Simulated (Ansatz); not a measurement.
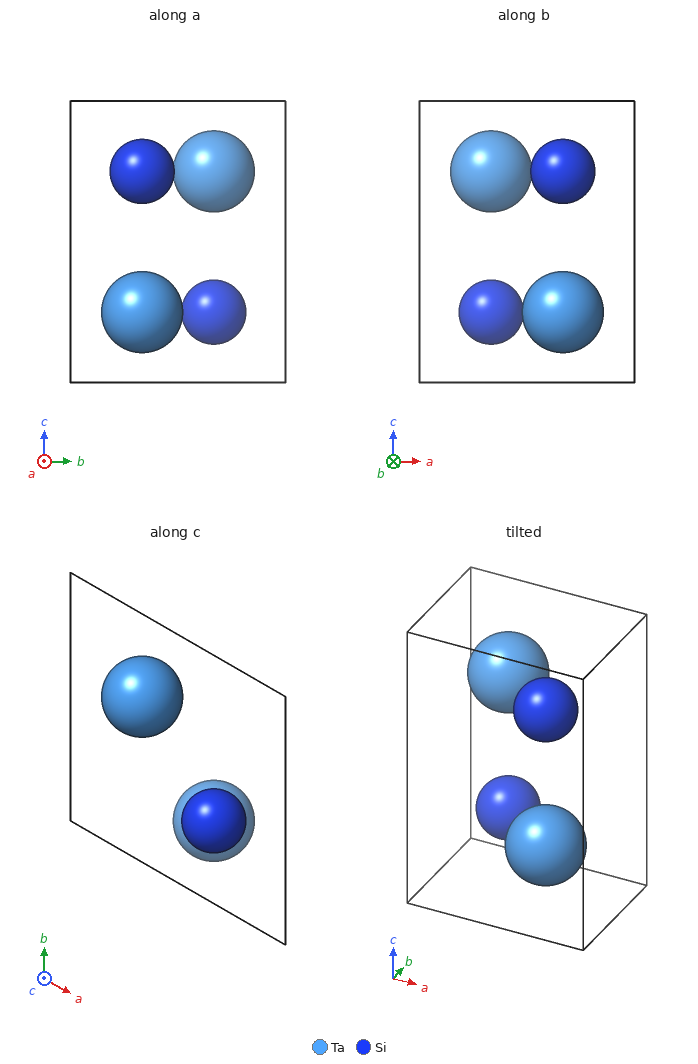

The crystal in a spheres-only representation, seen along the a axis, along the b axis, along the c axis and slightly off an axis. Thin lines show the conventional unit cell, with boundary atoms drawn in all their periodic places.

Lattice parameters: a = 4.4024 Å, b = 4.4024 Å, c = 4.9911 Å, α = 90.000°, β = 90.000°, γ = 120.000°.

Question: Put the structure into a CIF with its space group and independent sites.

Answer:
```cif
data_structure
_symmetry_space_group_name_H-M 'P 63/m m c'
_symmetry_Int_Tables_number 194
_cell_length_a 4.4024
_cell_length_b 4.4024
_cell_length_c 4.9911
_cell_angle_alpha 90.000
_cell_angle_beta 90.000
_cell_angle_gamma 120.000
_cell_volume 83.77
loop_
_atom_site_label
_atom_site_type_symbol
_atom_site_symmetry_multiplicity
_atom_site_Wyckoff_symbol
_atom_site_fract_x
_atom_site_fract_y
_atom_site_fract_z
_atom_site_occupancy
Ta1 Ta 2 d 0.3333 0.6667 0.7500 1
Si1 Si 2 c 0.3333 0.6667 0.2500 1
```

The cell started as a structure type filled with these elements by a generator (whether the compound takes this form wasn't checked). What is shown is the relaxed result from DFT, PBE, PAW with Ansatz's default frozen-core files, scalar-relativistic in Ansatz 0.2.0.
